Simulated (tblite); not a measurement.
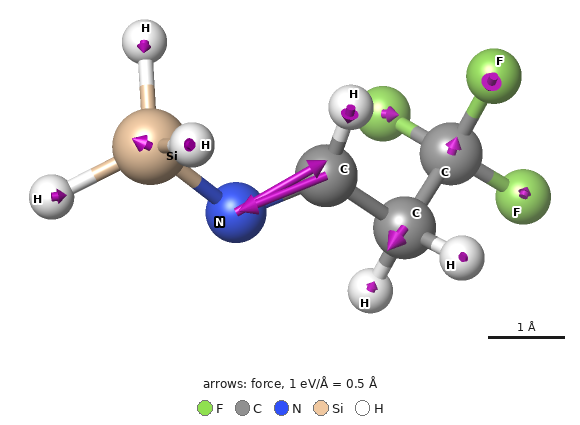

Starting geometry of C₃H₆F₃NSi with the computed forces as purple arrows. A ball-and-stick model, seen at a tilt.

Method: GFN2-xTB geometry optimisation, gas phase in tblite. 

> Is this structure relaxed? If not, where do the atoms go?

It isn't relaxed: the largest force vector, on the N atom, is 2.80 eV/Å. The final displacements have little in common with the starting forces (cosine between the two patterns 0.12). Over 147 geometry steps the energy falls by 29.7 kJ/mol. The largest move after the best rigid fit is that of an H atom, 1.21 Å. By element the largest moves are H 1.21 Å, F 0.60 Å, N 0.34 Å, C 0.18 Å, Si 0.13 Å. Near-neighbour distances that change, for instance: C–N 1.295 → 1.244 Å, H–Si 1.484 → 1.458 Å, N–Si 1.750 → 1.725 Å, C–F 1.365 → 1.342 Å. Among the angles between lasting bonds that change: C–N–Si 116.3° → 134.7°, N–Si–H 107.5° → 116.3°, N–Si–H 108.9° → 102.2°. Groups turn about N–Si by about 60°. Cost: 2.3 s on 1 thread of Intel(R) Xeon(R) Processor @ 2.50GHz, with other jobs on the host.
